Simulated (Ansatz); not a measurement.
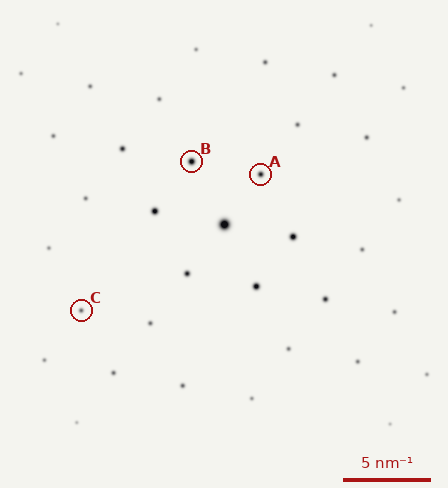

Simulated selected-area electron diffraction pattern (120 kV, kinematic approximation, thin crystal, B = 1 Å² for all atoms). The zone axis points towards the electron source and the pattern is seen from the source side.

Crystal: Zr, space group P6_3/mmc (No. 194), a = 3.234 Å, c = 5.163 Å (hexagonal axes). Structure: the geometry relaxed with Ansatz 0.2.0, DFT PBE, scalar-relativistic, plane waves, PAW.

Spot A is indexed 0 -1 0 and spot B 1 -1 -1.

### Give hkl for C.

C = −3A + B = 1 2 -1 (d = 1.037 Å).

### Which zone axis is this?

The cross product of A and B is parallel to [101]; every spot obeys hu + kv + lw = 0.
